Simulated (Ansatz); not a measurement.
## Nudged elastic band, with input and output: B$_{2}$Si$_{2}$PNH$_{10}$

B$_{2}$Si$_{2}$PNH$_{10}$, SMILES NB([SiH3])B[SiH2]P, computed with RKS B3LYP-D4/6-31G* (Ansatz 0.2.0).

It belongs to a series of runs on one base structure; here: band between the two ends. Figures and captions count atoms from 1; the log counts them from 0 in places.

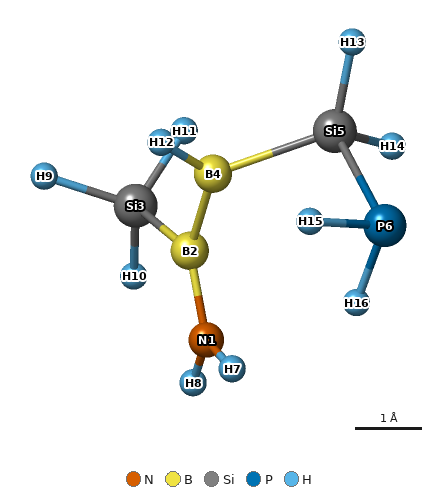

Figure 1. The input geometry (ball-and-stick view, seen at a tilt; atoms are numbered from 1 in the order of the input).

### Input file
```yaml
crystal:
  periodic: [false, false, false]
  atoms:
    - { symbol: "N", position_ang: [-1.703518, -0.925336, -0.169364] }
    - { symbol: B, position_ang: [-0.306309, -0.912929, -0.203135] }
    - { symbol: Si, position_ang: [0.658359, -2.52394, 0.614026] }
    - { symbol: B, position_ang: [0.707542, 0.272359, -0.73923] }
    - { symbol: Si, position_ang: [1.017396, 1.862051, 0.417501] }
    - { symbol: P, position_ang: [-0.67318, 3.207319, -0.385679] }
    - { symbol: H, position_ang: [-2.273837, -0.183807, -0.557087] }
    - { symbol: H, position_ang: [-2.254139, -1.675167, 0.22869] }
    - { symbol: H, position_ang: [1.331167, -3.348869, -0.433085] }
    - { symbol: H, position_ang: [-0.314413, -3.412603, 1.325409] }
    - { symbol: H, position_ang: [1.708523, -2.134366, 1.600574] }
    - { symbol: H, position_ang: [1.257653, 0.254106, -1.80349] }
    - { symbol: H, position_ang: [2.274502, 2.645902, 0.268586] }
    - { symbol: H, position_ang: [0.732311, 1.712199, 1.871585] }
    - { symbol: H, position_ang: [-0.47832, 2.904876, -1.766678] }
    - { symbol: H, position_ang: [-1.706635, 2.235606, -0.224221] }
basis:
  gaussian: { orbitals: "6-31G*" }
hamiltonian:
  xc: b3lyp
  dispersion: d4
neb:
  order_check: false
  images: 5
  f_tol: 0.05
  max_iterations: 60
  initial_path: idpp
  final_atoms:
    - { symbol: "N", position_ang: [-1.60304759, -1.15243104, 1.47340044] }
    - { symbol: B, position_ang: [-0.34630719, -0.88185551, 0.93150169] }
    - { symbol: Si, position_ang: [0.32289854, -2.1401111, -0.54957164] }
    - { symbol: B, position_ang: [0.74776049, 0.31307531, 1.20079283] }
    - { symbol: Si, position_ang: [0.54256235, 2.0485588, 0.18851782] }
    - { symbol: P, position_ang: [-0.43355882, 1.66821652, -1.84487515] }
    - { symbol: H, position_ang: [-2.02021328, -0.60189597, 2.21362081] }
    - { symbol: H, position_ang: [-2.20587972, -1.9022102, 1.15947244] }
    - { symbol: H, position_ang: [1.06448466, -1.44432121, -1.63910849] }
    - { symbol: H, position_ang: [-0.82628391, -2.86515834, -1.17353994] }
    - { symbol: H, position_ang: [1.24826424, -3.1657911, 0.01584834] }
    - { symbol: H, position_ang: [1.72863275, 0.1461268, 1.87117417] }
    - { symbol: H, position_ang: [1.76512929, 2.89917634, 0.07314068] }
    - { symbol: H, position_ang: [-0.4689298, 2.85264226, 0.94761115] }
    - { symbol: H, position_ang: [-0.2909033, 2.99832249, -2.33745028] }
    - { symbol: H, position_ang: [0.75249327, 1.20505696, -2.48613287] }
```

Run on 2 threads of Arm Neoverse V2, 24 GiB of memory available, shared host.

Run as:
```bash
ansatz run input.yaml --threads 2 --pin off --max-ram 3072MiB --backend cpu --events-out ev --progress --plain --runs-dir out
```

### What the program printed
```
Engine: ansatz 0.2.0, aarch64-unknown-linux-gnu
Functional definition: B3LYP
  parameter a0 = 0.2
  parameter ax = 0.72
  parameter ac = 0.81
  exchange = (1 - a0 - ax)*slater_x + ax*b88_x + a0*exact_x
  correlation = (1 - ac)*vwn_rpa_c + ac*lyp_c
1352 factors; integrals over basis functions are off by at most 6.8e-4 eV
mean field evaluation 1: about -28044.3723 eV, gradient 4.9e1 eV
mean field evaluation 2: about -28038.4114 eV, gradient 7.0e1 eV
mean field evaluation 4: about -28049.8052 eV, gradient 3.2e0 eV
mean field evaluation 8: about -28049.8581 eV, gradient 5.6e-2 eV
mean field evaluation 16: about -28049.8581 eV, gradient 1.3e-5 eV
mean field -28049.85811323 eV, -1030.8132727846 hartree, gradient 1.3e-5 eV, S^2 0.000000; 0 other end points of the search recorded, 0 dependent functions left out
the calculation of the forces begins
reference -28049.85844322 eV, -1030.8132849115 hartree; 35, 35 occupied and 87, 87 virtual orbitals, 1352 factors
1352 factors; integrals over basis functions are off by at most 7.6e-4 eV
mean field -28049.77621309 eV, -1030.8102630099 hartree, gradient 5.8e-5 eV, S^2 0.000000; 0 other end points of the search recorded, 0 dependent functions left out
[... from here on the field's lines of each further geometry are left out, up to the last ...]
NEB iter   1: max|band force component| = 3.077e0 eV/Å  barrier→ = 1.3212 eV  barrier← = 1.2611 eV  Δτ_max = 0.2000 Å  (190 SCF iters)
NEB iter   2: max|band force component| = 1.378e0 eV/Å  barrier→ = 0.6061 eV  barrier← = 0.5459 eV  Δτ_max = 0.2000 Å  (147 SCF iters)
NEB iter   3: max|band force component| = 5.412e-1 eV/Å  barrier→ = 0.4677 eV  barrier← = 0.4076 eV  Δτ_max = 0.1716 Å  (145 SCF iters)
NEB iter   4: max|band force component| = 2.459e-1 eV/Å  barrier→ = 0.4160 eV  barrier← = 0.3559 eV  CI = image 3  Δτ_max = 0.1469 Å  (145 SCF iters)
NEB iter   5: max|band force component| = 2.967e-1 eV/Å  barrier→ = 0.3976 eV  barrier← = 0.3375 eV  CI = image 3  Δτ_max = 0.0734 Å  (145 SCF iters)
NEB iter   6: max|band force component| = 2.609e-1 eV/Å  barrier→ = 0.3844 eV  barrier← = 0.3243 eV  CI = image 3  Δτ_max = 0.0734 Å  (146 SCF iters)
NEB iter   7: max|band force component| = 1.875e-1 eV/Å  barrier→ = 0.3749 eV  barrier← = 0.3148 eV  CI = image 3  Δτ_max = 0.0734 Å  (146 SCF iters)
NEB iter   8: max|band force component| = 1.343e-1 eV/Å  barrier→ = 0.3657 eV  barrier← = 0.3056 eV  CI = image 3  Δτ_max = 0.0735 Å  (146 SCF iters)
NEB iter   9: max|band force component| = 1.120e-1 eV/Å  barrier→ = 0.3581 eV  barrier← = 0.2980 eV  CI = image 3  Δτ_max = 0.0733 Å  (145 SCF iters)
NEB iter  10: max|band force component| = 1.045e-1 eV/Å  barrier→ = 0.3517 eV  barrier← = 0.2916 eV  CI = image 3  Δτ_max = 0.0734 Å  (141 SCF iters)
NEB iter  11: max|band force component| = 1.012e-1 eV/Å  barrier→ = 0.3468 eV  barrier← = 0.2867 eV  CI = image 3  Δτ_max = 0.0735 Å  (142 SCF iters)
NEB iter  12: max|band force component| = 1.001e-1 eV/Å  barrier→ = 0.3427 eV  barrier← = 0.2826 eV  CI = image 3  Δτ_max = 0.0734 Å  (141 SCF iters)
NEB iter  13: max|band force component| = 7.680e-2 eV/Å  barrier→ = 0.3394 eV  barrier← = 0.2793 eV  CI = image 3  Δτ_max = 0.0736 Å  (140 SCF iters)
NEB iter  14: max|band force component| = 9.155e-2 eV/Å  barrier→ = 0.3368 eV  barrier← = 0.2767 eV  CI = image 3  Δτ_max = 0.0368 Å  (140 SCF iters)
NEB iter  15: max|band force component| = 6.908e-2 eV/Å  barrier→ = 0.3355 eV  barrier← = 0.2754 eV  CI = image 3  Δτ_max = 0.0369 Å  (148 SCF iters)
NEB iter  16: max|band force component| = 5.934e-2 eV/Å  barrier→ = 0.3341 eV  barrier← = 0.2740 eV  CI = image 3  Δτ_max = 0.0368 Å  (136 SCF iters)
NEB iter  17: max|band force component| = 8.255e-2 eV/Å  barrier→ = 0.3325 eV  barrier← = 0.2724 eV  CI = image 3  Δτ_max = 0.0184 Å  (137 SCF iters)
NEB iter  18: max|band force component| = 8.065e-2 eV/Å  barrier→ = 0.3317 eV  barrier← = 0.2716 eV  CI = image 3  Δτ_max = 0.0092 Å  (119 SCF iters)
NEB iter  19: max|band force component| = 6.969e-2 eV/Å  barrier→ = 0.3313 eV  barrier← = 0.2712 eV  CI = image 3  Δτ_max = 0.0092 Å  (119 SCF iters)
NEB iter  20: max|band force component| = 4.962e-2 eV/Å  barrier→ = 0.3310 eV  barrier← = 0.2708 eV  CI = image 3  Δτ_max = 0.0092 Å  (119 SCF iters)
the calculation of the forces begins
reference -28049.76951556 eV, -1030.8100168802 hartree; 35, 35 occupied and 87, 87 virtual orbitals, 1352 factors
1352 factors; integrals over basis functions are off by at most 7.1e-4 eV
mean field evaluation 832: about -28036.4973 eV, gradient 7.4e1 eV
mean field -28049.52184499 eV, -1030.8009151544 hartree, gradient 8.8e-6 eV, S^2 0.000000; 1 other end points of the search recorded, 0 dependent functions left out
the calculation of the forces begins
reference -28049.52218042 eV, -1030.8009274816 hartree; 35, 35 occupied and 87, 87 virtual orbitals, 1352 factors
NEB iter  21: max|band force component| = 4.919e-2 eV/Å  barrier→ = 0.3306 eV  barrier← = 0.2705 eV  CI = image 3  Δτ_max = 0.0000 Å  (160 SCF iters)
```

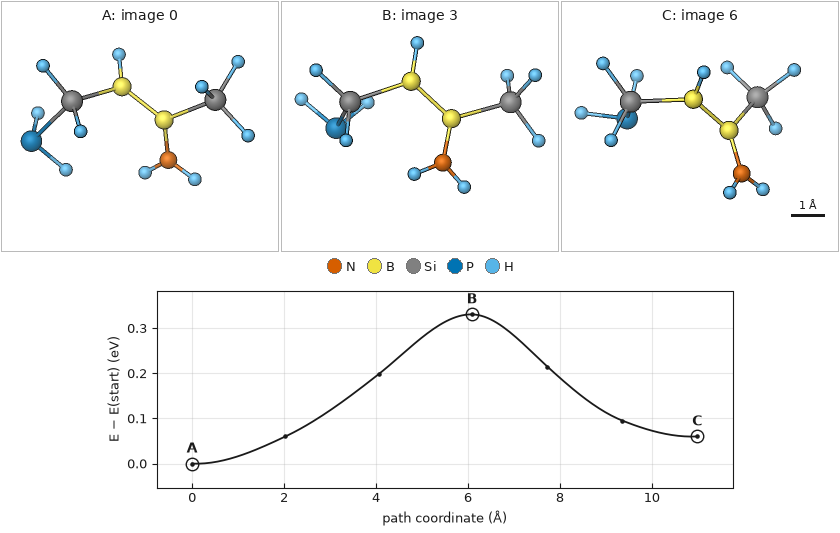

Figure 2. Images of the last band (counted from 0; ball-and-stick, seen at a tilt) above the energy along the path; the line is a cubic interpolation that uses the forces. The highest image is number 3, 0.331 eV above the start and 0.270 eV above the end (the climbing image); the end lies 0.060 eV above the start. The path is 10.99 Å long. The band converged in 21 iterations.

```
Total energy: -28050.21956194 eV, -1030.8265557795 hartree
Atom 0 at    -1.131141    -0.353886     1.318737 Å, force    -0.032191     0.022055     0.027173 eV/Å
Atom 1 at    -0.007481    -0.823943     0.632932 Å, force     0.005470    -0.002113    -0.001817 eV/Å
Atom 2 at     0.197908    -2.826297     0.401647 Å, force    -0.002662     0.002027    -0.004394 eV/Å
Atom 3 at     1.119505     0.319175     0.011683 Å, force    -0.015975     0.003498     0.006396 eV/Å
Atom 4 at     0.607570     2.251396    -0.084249 Å, force    -0.010761    -0.008704    -0.001109 eV/Å
Atom 5 at    -1.073629     2.084007    -1.663287 Å, force     0.009108     0.009888    -0.005509 eV/Å
Atom 6 at    -1.310790     0.629187     1.499313 Å, force     0.024681    -0.000825    -0.008033 eV/Å
Atom 7 at    -1.858290    -0.950383     1.697766 Å, force     0.017185    -0.017880    -0.005881 eV/Å
Atom 8 at     0.372535    -3.208806    -1.031059 Å, force    -0.004817     0.002730    -0.002143 eV/Å
Atom 9 at    -0.968041    -3.606222     0.926592 Å, force     0.001857    -0.000905     0.000196 eV/Å
Atom 10 at     1.410363    -3.321955     1.120961 Å, force     0.001405     0.000380    -0.005596 eV/Å
Atom 11 at     2.140957    -0.020238    -0.514520 Å, force     0.004827     0.002464     0.000833 eV/Å
Atom 12 at     1.617156     3.261438    -0.504722 Å, force    -0.001818     0.001050     0.000946 eV/Å
Atom 13 at    -0.062380     2.785511     1.139814 Å, force    -0.002973     0.000587     0.000253 eV/Å
Atom 14 at    -0.453831     2.894446    -2.656651 Å, force     0.007943    -0.006535    -0.004245 eV/Å
Atom 15 at    -0.623309     0.863970    -2.250555 Å, force    -0.001280    -0.007718     0.002929 eV/Å
Dipole moment:    -0.159819     0.223639     0.232219 e Å
this run last wrote the band of iteration 21 to [file]; this run last wrote the band within `neb.f_tol` of iteration 20 to [file]
```

### The last band as extended XYZ (Å, eV, eV/Å)
```
16
Properties=species:S:1:pos:R:3:forces:R:3 image=0 energy=-28050.54982
N    -1.7035   -0.9253   -0.1694    0.0162   0.0076  -0.0038
B    -0.3063   -0.9129   -0.2031    0.0119  -0.0111   0.0051
Si    0.6584   -2.5239    0.6140    0.0137  -0.0055  -0.0032
B     0.7075    0.2724   -0.7392   -0.0030   0.0101   0.0074
Si    1.0174    1.8621    0.4175   -0.0062   0.0106   0.0040
P    -0.6732    3.2073   -0.3857   -0.0027  -0.0161   0.0003
H    -2.2738   -0.1838   -0.5571   -0.0090   0.0015   0.0004
H    -2.2541   -1.6752    0.2287   -0.0087  -0.0078   0.0060
H     1.3312   -3.3489   -0.4331   -0.0091   0.0122   0.0183
H    -0.3144   -3.4126    1.3254    0.0056   0.0070  -0.0070
H     1.7085   -2.1344    1.6006   -0.0184  -0.0072  -0.0154
H     1.2577    0.2541   -1.8035    0.0002  -0.0053  -0.0073
H     2.2745    2.6459    0.2686    0.0128  -0.0017   0.0019
H     0.7323    1.7122    1.8716    0.0022   0.0002  -0.0067
H    -0.4783    2.9049   -1.7667    0.0008  -0.0001   0.0067
H    -1.7066    2.2356   -0.2242   -0.0064   0.0058  -0.0067
16
Properties=species:S:1:pos:R:3:forces:R:3 image=1 energy=-28050.48963
N    -1.6352   -0.7876    0.4194    0.0246   0.0042  -0.0217
B    -0.2773   -0.8778    0.0953   -0.0050  -0.0104  -0.0002
Si    0.6353   -2.6580    0.5021    0.0015   0.0032   0.0039
B     0.6875    0.3108   -0.5509   -0.0026   0.0024  -0.0141
Si    0.9000    2.0270    0.4078    0.0125  -0.0105   0.0048
P    -0.8160    2.9457   -0.8475   -0.0061   0.0096  -0.0002
H    -2.2024    0.0292    0.2266   -0.0277  -0.0110  -0.0098
H    -2.1601   -1.5316    0.8613   -0.0113  -0.0026  -0.0069
H     0.9807   -3.3606   -0.7691    0.0059  -0.0033   0.0114
H    -0.2771   -3.5623    1.2713    0.0063   0.0049   0.0116
H     1.8996   -2.5331    1.2827    0.0047   0.0129   0.0073
H     1.2111    0.2340   -1.6250   -0.0129  -0.0007  -0.0059
H     2.0669    2.9262    0.1948    0.0084  -0.0091   0.0007
H     0.4846    2.1158    1.8331    0.0104  -0.0100   0.0015
H    -0.0731    2.9902   -2.0615    0.0002   0.0009   0.0052
H    -1.4473    1.7096   -1.1962   -0.0089   0.0197   0.0127
16
Properties=species:S:1:pos:R:3:forces:R:3 image=2 energy=-28050.35155
N    -1.3894   -0.5247    0.9123   -0.0225  -0.0014  -0.0102
B    -0.1328   -0.8249    0.3729    0.0001   0.0031  -0.0121
Si    0.4446   -2.7717    0.4473    0.0069   0.0027   0.0090
B     0.8562    0.3494   -0.3435   -0.0131  -0.0002  -0.0141
Si    0.7755    2.2265    0.2543    0.0089  -0.0020   0.0077
P    -0.9620    2.4219   -1.2837    0.0057   0.0100   0.0109
H    -1.8047    0.4008    0.9085   -0.0156  -0.0052  -0.0268
H    -1.9926   -1.2114    1.3488   -0.0034  -0.0065  -0.0114
H     0.6185   -3.3060   -0.9367    0.0046  -0.0076   0.0107
H    -0.5805   -3.6317    1.1211    0.0131   0.0022   0.0182
H     1.7386   -2.9956    1.1560    0.0113   0.0144   0.0069
H     1.5193    0.1441   -1.3179   -0.0246   0.0040  -0.0385
H     1.7874    3.2521   -0.1131    0.0097  -0.0029   0.0080
H     0.2071    2.5656    1.5857    0.0136  -0.0058   0.0129
H    -0.1409    2.8330   -2.3705    0.0201  -0.0112   0.0045
H    -0.9672    1.0500   -1.6973   -0.0147   0.0065   0.0244
16
Properties=species:S:1:pos:R:3:forces:R:3 image=3 energy=-28050.21923
N    -1.1311   -0.3539    1.3187   -0.0322   0.0221   0.0272
B    -0.0075   -0.8239    0.6329    0.0055  -0.0021  -0.0018
Si    0.1979   -2.8263    0.4016   -0.0027   0.0020  -0.0044
B     1.1195    0.3192    0.0117   -0.0160   0.0035   0.0064
Si    0.6076    2.2514   -0.0842   -0.0108  -0.0087  -0.0011
P    -1.0736    2.0840   -1.6633    0.0091   0.0099  -0.0055
H    -1.3108    0.6292    1.4993    0.0247  -0.0008  -0.0080
H    -1.8583   -0.9504    1.6978    0.0172  -0.0179  -0.0059
H     0.3725   -3.2088   -1.0311   -0.0048   0.0027  -0.0021
H    -0.9680   -3.6062    0.9266    0.0019  -0.0009   0.0002
H     1.4104   -3.3220    1.1210    0.0014   0.0004  -0.0056
H     2.1410   -0.0202   -0.5145    0.0048   0.0025   0.0008
H     1.6172    3.2614   -0.5047   -0.0018   0.0010   0.0009
H    -0.0624    2.7855    1.1398   -0.0030   0.0006   0.0003
H    -0.4538    2.8944   -2.6567    0.0079  -0.0065  -0.0042
H    -0.6233    0.8640   -2.2506   -0.0013  -0.0077   0.0029
16
Properties=species:S:1:pos:R:3:forces:R:3 image=4 energy=-28050.33479
N    -1.1371   -0.3275    1.5185    0.0180  -0.0539  -0.0028
B    -0.0157   -0.7515    0.7973   -0.0105   0.0190   0.0191
Si    0.1219   -2.7387    0.3855    0.0035   0.0056  -0.0104
B     1.1911    0.3275    0.3383    0.0252   0.0200   0.0160
Si    0.6987    2.1000   -0.4828    0.0160  -0.0141  -0.0136
P    -1.1633    1.8881   -1.7923   -0.0087  -0.0132  -0.0079
H    -1.2971    0.6344    1.7946    0.0055   0.0115   0.0288
H    -1.8816   -0.9461    1.8170   -0.0055   0.0107   0.0161
H     0.3644   -3.0484   -1.0532   -0.0064   0.0162  -0.0154
H    -1.1120   -3.4780    0.8006   -0.0083   0.0055  -0.0198
H     1.2631   -3.3294    1.1470   -0.0067  -0.0031  -0.0127
H     2.3500    0.0977    0.5381    0.0083   0.0070   0.0714
H     1.7779    2.8914   -1.1400    0.0122  -0.0260  -0.0358
H     0.2690    2.9134    0.7047   -0.0211  -0.0022  -0.0163
H    -0.8202    2.9044   -2.7296   -0.0217   0.0085   0.0016
H    -0.6319    0.8402   -2.5994    0.0003   0.0084  -0.0183
16
Properties=species:S:1:pos:R:3:forces:R:3 image=5 energy=-28050.45446
N    -1.1355   -0.3055    1.8839    0.0240  -0.0318  -0.0168
B    -0.0337   -0.5827    1.0711   -0.0215   0.0298   0.0303
Si    0.0863   -2.4814    0.3178    0.0036   0.0027  -0.0110
B     1.1722    0.4423    0.5955    0.0240  -0.0006   0.0123
Si    0.7987    1.8984   -0.7479    0.0020   0.0083   0.0034
P    -1.1795    1.5800   -1.8391   -0.0031  -0.0215  -0.0055
H    -1.2992    0.5961    2.3138   -0.0054   0.0033   0.0234
H    -1.8705   -0.9718    2.0842   -0.0049   0.0011   0.0109
H     0.3269   -2.5395   -1.1525   -0.0011   0.0169  -0.0075
H    -1.1803   -3.2277    0.5962   -0.0060   0.0046  -0.0109
H     1.1980   -3.2345    0.9690   -0.0028   0.0025  -0.0110
H     2.2974    0.3496    1.0013   -0.0171   0.0027   0.0140
H     1.9180    2.2597   -1.6665    0.0057  -0.0101  -0.0100
H     0.5653    3.0962    0.1263    0.0040  -0.0045  -0.0182
H    -0.9739    2.5771   -2.8364   -0.0026  -0.0039  -0.0026
H    -0.7130    0.5210   -2.6721    0.0010   0.0005  -0.0007
16
Properties=species:S:1:pos:R:3:forces:R:3 image=6 energy=-28050.48970
N    -1.1859   -0.2476    2.1450    0.0018  -0.0011  -0.0037
B    -0.0967   -0.3465    1.2789   -0.0095  -0.0019   0.0017
Si    0.2487   -2.1807    0.4181    0.0028  -0.0047  -0.0029
B     0.9947    0.7530    0.7336    0.0123   0.0024   0.0110
Si    0.5108    1.8671   -0.8799   -0.0088   0.0192  -0.0119
P    -0.8970    0.7002   -2.2542    0.0307  -0.0112  -0.0023
H    -1.4367    0.6058    2.6286    0.0043  -0.0029  -0.0049
H    -1.8229   -1.0086    2.3434    0.0018   0.0033  -0.0013
H     0.6981   -2.1032   -1.0008   -0.0028   0.0001   0.0086
H    -0.9919   -3.0144    0.4567    0.0064   0.0044  -0.0001
H     1.3091   -2.9172    1.1672   -0.0049   0.0037  -0.0041
H     2.1083    0.8249    1.1742   -0.0127   0.0006  -0.0073
H     1.6484    2.4781   -1.6310   -0.0135  -0.0073   0.0106
H    -0.3210    3.0019   -0.3641    0.0145  -0.0134  -0.0013
H    -0.9108    1.6564   -3.3114    0.0011  -0.0001   0.0014
H     0.1219   -0.0919   -2.8600   -0.0237   0.0090   0.0065
```

### Summary

| quantity | value |
| --- | --- |
| outcome | converged |
| barrier, forward | 0.331 eV |
| barrier, backward | 0.271 eV |
| wall time | 7.3 min (CPU time 14 min) |
| peak memory | 0.34 GiB |

### Notes

The order of the saddle point was not checked.
